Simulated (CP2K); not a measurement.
# CH6N2Si (SMILES [H]/N=C/[SiH2]N), run twice

Aim: energy and gradient of CH6N2Si at GFN2-xTB.

The results are computed with CP2K 2026.2.

1 further run of the same task is left out (it didn't finish).

### Step 1. Starting point

The species is CH6N2Si (10 atoms), meant as a singlet with charge 0. SMILES: `[H]/N=C/[SiH2]N`. The coordinates come from a GFN2-xTB relaxation. This is one conformer, not always the lowest.

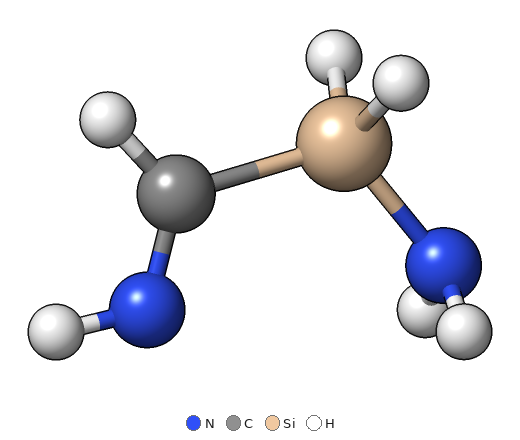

Viewed from a chosen angle; nitrogen blue, carbon grey, silicon light orange, hydrogen white.

### Step 2. The input as first written

qs.inp

```
&global
 project_name qs
 run_type ENERGY_FORCE
 print_level MEDIUM
&end global

&force_eval
 method QUICKSTEP
 &dft
  charge 1
  &qs
   method XTB
   eps_default 1.0E-10
   &xtb
    gfn_type TBLITE
    &tblite
     method GFN2
    &end tblite
    check_atomic_charges F
   &end xtb
  &end qs
  &poisson
   periodic NONE
   poisson_solver ANALYTIC
  &end poisson
  &scf
   scf_guess ATOMIC
   eps_scf 1.0E-07
   max_scf 150
   added_mos 2
   &diagonalization
    algorithm STANDARD
   &end diagonalization
   &mixing
    method DIRECT_P_MIXING
    alpha 0.4
   &end mixing
  &end scf
  &print
   &moments
    periodic F
    reference COM
    max_moment 1
   &end moments
   &mo ON
    energies T
    occupation_numbers T
    ndigits 6
    &each
     qs_scf 0
    &end each
    add_last NUMERIC
   &end mo
   &hirshfeld OFF
   &end hirshfeld
  &end print
 &end dft
 &subsys
  &cell
   abc 16.2 15.1 16.5
   periodic NONE
  &end cell
  &coord
   N     -0.320540     0.343010    -1.781100
   C     -0.960640    -0.172540    -0.827430
   Si    -0.132790    -0.300240     0.885420
   N      1.463940     0.332650     0.977520
   H     -0.807330     0.390430    -2.678650
   H     -1.988850    -0.552980    -0.944180
   H     -0.046920    -1.722870     1.221680
   H     -0.950050     0.461920     1.831720
   H      2.170690    -0.112260     0.412240
   H      1.572510     1.332890     0.902770
  &end coord
  &topology
   &center_coordinates
   &end center_coordinates
  &end topology
 &end subsys
 &print
  &forces ON
  &end forces
 &end print
&end force_eval
```

Started as:

```bash
OMP_NUM_THREADS=1 cp2k.psmp -i qs.inp > qs.out 2>&1
```

Log:

```text
CP2K| version string:                                       CP2K version 2026.2
[...]
 GLOBAL| Method name                                                        CP2K
[...]
 GLOBAL| Run type                                                   ENERGY_FORCE
[...]
                             - Atoms:                                         10
[...]
                             - Spherical basis functions:                     27
[...]
 Number of electrons:                                                         23
[...]
  *** SCF run converged in    31 steps ***
[...]
  Fermi energy:                                                -0.59572455730561
[...]
 TB_DIPOLE| Moment [Debye]         -0.84707800      -0.11223189      -0.77954079
 TB_DIPOLE| Derivative [a.u.]       0.00000000       0.00000000       0.00000000
[...]
 ENERGY| Total FORCE_EVAL ( QS ) energy [hartree]            -12.255257732407367
 FORCES| Atomic forces [hartree/bohr]
 FORCES|   Atom     x               y               z               |f|
 FORCES|      1 -4.04368081E-02 -2.44840215E-02  2.97594814E-02   5.58590144E-02
 FORCES|      2  1.51507978E-02  2.04995641E-02 -5.38348542E-02   5.95648413E-02
 FORCES|      3  9.74081346E-03 -5.79316160E-03  3.84179160E-02   4.00547181E-02
 FORCES|      4 -1.44335647E-02 -2.53667512E-04 -1.69841152E-02   2.22901841E-02
 FORCES|      5  1.27101319E-02  6.02802329E-03 -3.05924161E-03   1.43959535E-02
 FORCES|      6  6.48326851E-03  2.48608825E-04  8.69519226E-03   1.08490066E-02
 FORCES|      7 -4.60387136E-04 -1.70417719E-04 -6.15949814E-03   6.17903034E-03
 FORCES|      8 -1.29922507E-03  2.06735371E-03 -5.47393159E-03   5.99381883E-03
 FORCES|      9  8.04839358E-03 -2.85438900E-03  3.02006773E-03   9.05786867E-03
 FORCES|     10  4.49657971E-03  4.71210745E-03  5.61898332E-03   8.60210203E-03
 FORCES| Sum     2.26381414E-16 -1.11889664E-16 -5.62917768E-16
 FORCES| Total atomic force                                       6.16963739E-16
[...]
```

It took 0.46 s on 1 thread of Arm Neoverse N1, shared host; peak memory 0.14 GiB.

### Step 3. Diagnosis

The program ended normally, but the settings are unsound, so its numbers aren't properties of the molecule.

The fault: the electron count doesn't fit the spin or reference typed: an even count needs an odd multiplicity, an odd count an even one. To mend it: charge 0 in place of 1. That is the species meant; for the charge typed, the multiplicity would have to change.

### Step 4. Second attempt

qs.inp

```
&GLOBAL
  PROJECT_NAME qs
  RUN_TYPE ENERGY_FORCE
  PRINT_LEVEL MEDIUM
&END GLOBAL

&FORCE_EVAL
  METHOD Quickstep
  &DFT
    &QS
      METHOD XTB
      EPS_DEFAULT 1.0E-10
      &XTB
        GFN_TYPE TBLITE
        &TBLITE
          METHOD GFN2
        &END TBLITE
        CHECK_ATOMIC_CHARGES F
      &END XTB
    &END QS
    &POISSON
      PERIODIC NONE
      POISSON_SOLVER ANALYTIC
    &END POISSON
    &SCF
      SCF_GUESS ATOMIC
      EPS_SCF 1.0E-07
      MAX_SCF 150
      ADDED_MOS 2
      &DIAGONALIZATION
        ALGORITHM STANDARD
      &END DIAGONALIZATION
      &MIXING
        METHOD DIRECT_P_MIXING
        ALPHA 0.4
      &END MIXING
    &END SCF
    &PRINT
      &MOMENTS
        PERIODIC F
        REFERENCE COM
        MAX_MOMENT 1
      &END MOMENTS
      &MO ON
        ENERGIES T
        OCCUPATION_NUMBERS T
        NDIGITS 6
        &EACH
          QS_SCF 0
        &END EACH
        ADD_LAST NUMERIC
      &END MO
      &HIRSHFELD OFF
      &END HIRSHFELD
    &END PRINT
  &END DFT
  &SUBSYS
    &CELL
      ABC 16.2 15.1 16.5
      PERIODIC NONE
    &END CELL
    &COORD
      N     -0.320540     0.343010    -1.781100
      C     -0.960640    -0.172540    -0.827430
      Si    -0.132790    -0.300240     0.885420
      N      1.463940     0.332650     0.977520
      H     -0.807330     0.390430    -2.678650
      H     -1.988850    -0.552980    -0.944180
      H     -0.046920    -1.722870     1.221680
      H     -0.950050     0.461920     1.831720
      H      2.170690    -0.112260     0.412240
      H      1.572510     1.332890     0.902770
    &END COORD
    &TOPOLOGY
      &CENTER_COORDINATES
      &END CENTER_COORDINATES
    &END TOPOLOGY
  &END SUBSYS
  &PRINT
    &FORCES ON
    &END FORCES
  &END PRINT
&END FORCE_EVAL
```

Started as:

```bash
OMP_NUM_THREADS=1 cp2k.psmp -i qs.inp -o qs.out
```

Log:

```text
CP2K| version string:                                       CP2K version 2026.2
[...]
 GLOBAL| Method name                                                        CP2K
[...]
 GLOBAL| Run type                                                   ENERGY_FORCE
[...]
                             - Atoms:                                         10
[...]
                             - Spherical basis functions:                     27
[...]
 Number of electrons:                                                         24
[...]
  *** SCF run converged in    23 steps ***
[...]
  Fermi energy:                                                -0.28242352708592
[...]
 TB_DIPOLE| Moment [Debye]          0.40833967      -0.06274516       0.97265492
 TB_DIPOLE| Derivative [a.u.]       0.00000000       0.00000000       0.00000000
[...]
 ENERGY| Total FORCE_EVAL ( QS ) energy [hartree]            -12.732022653545991
 FORCES| Atomic forces [hartree/bohr]
 FORCES|   Atom     x               y               z               |f|
 FORCES|      1 -6.97095213E-06 -9.34787528E-05  3.03632813E-04   3.17773121E-04
 FORCES|      2 -2.98744659E-05  4.61002947E-04 -1.60423786E-04   4.89031689E-04
 FORCES|      3  3.64733382E-05 -1.17617027E-04 -1.00374442E-04   1.58868178E-04
 FORCES|      4 -1.95702408E-04  2.90466682E-04  3.64194233E-04   5.05279887E-04
 FORCES|      5 -3.36303000E-05 -4.27045983E-05 -1.68294124E-04   1.76854720E-04
 FORCES|      6 -2.01011915E-05 -1.51997252E-04  5.96211304E-05   1.64505020E-04
 FORCES|      7  2.24541741E-05 -8.66020174E-05  5.90944946E-05   1.07220607E-04
 FORCES|      8  3.42925270E-05  2.73199985E-06 -8.40128377E-05   9.07832481E-05
 FORCES|      9  1.43874301E-04 -5.43118544E-06 -1.44560998E-04   2.04027435E-04
 FORCES|     10  4.91849769E-05 -2.56370796E-04 -1.28876482E-04   2.91125908E-04
 FORCES| Sum     1.47858071E-16  3.05257122E-16 -1.83718058E-16
 FORCES| Total atomic force                                       3.85741163E-16
[...]
```

Wall time 0.44 s (1 thread of Arm Neoverse N1, shared host); peak memory 0.14 GiB.

### Step 5. Summary of results

At GFN2-xTB:

| quantity | value |
| --- | --- |
| total energy | -12.73202 Eh |
| dipole moment (from atomic charges alone) | 1.06 D |
| HOMO energy | -9.72 eV |
| LUMO energy | -6.79 eV |
| HOMO–LUMO gap | 2.93 eV |
| largest force on an atom | 0.026 eV/Å |

**Reading.** The dipole comes from point charges on the atoms alone, without atomic dipoles, so it is partial.
